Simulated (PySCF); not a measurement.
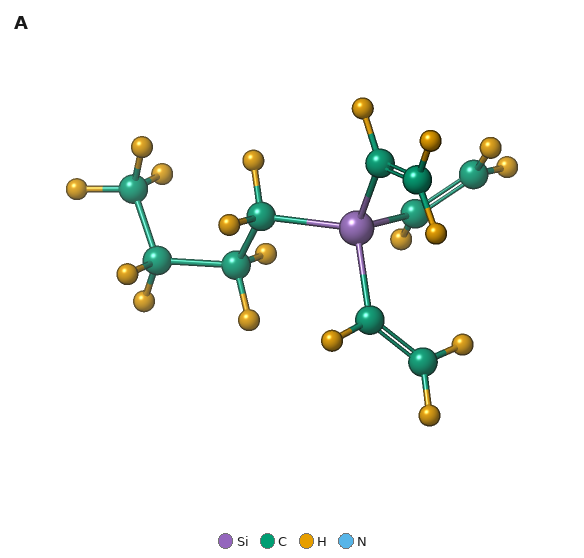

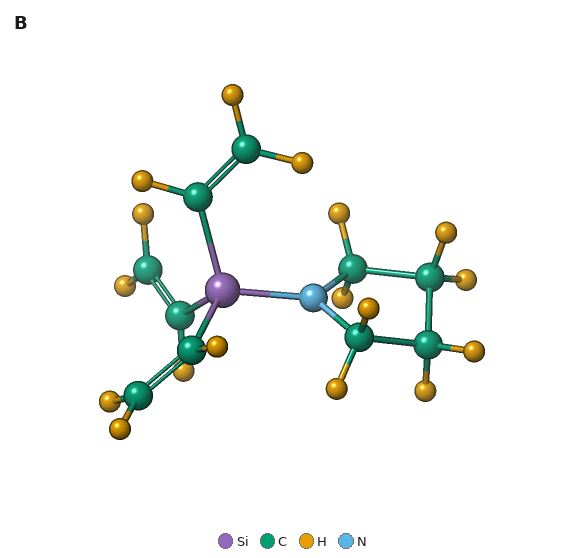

Two related species, optimised with PBE0-D3(BJ)/def2-SVP; properties computed with PySCF 2.14.0. Both: charge 0, singlet.

Identify both.

A is Si(vinyl)3(nBu) (C=C[Si](C=C)(C=C)CCCC), B is Si(vinyl)3(pyrrolidide) (C=C[Si](C=C)(C=C)N1CCCC1).

Compare them. With B3LYP/pcSseg-1: dipole moment (D), HOMO–LUMO gap (eV), HOMO energy (Kohn–Sham orbital) (eV), shielding of Si (ppm). With PBE0/pcSseg-1: Hirshfeld charge of Si (e), IAO charge of Si (e). With B3LYP/def2-SVPD: lowest vertical singlet excitation (eV), mean static polarisability (bohr³). With PBE0-D3(BJ)/def2-SVP: mean Si–C length (Å).

```csv
quantity,A,B
dipole moment (D),0.07,0.69
HOMO–LUMO gap (eV),6.84,4.97
HOMO energy (Kohn–Sham orbital) (eV),−7.28,−5.70
shielding of Si (ppm),350.5,363.5
Hirshfeld charge of Si (e),0.38,0.40
IAO charge of Si (e),1.05,1.15
lowest vertical singlet excitation (eV),5.97,4.07
mean static polarisability (bohr³),149.1,151.2
mean Si–C length (Å),1.879,1.874
```

Each is one conformer, and no frequency run is at hand to confirm it as a minimum.
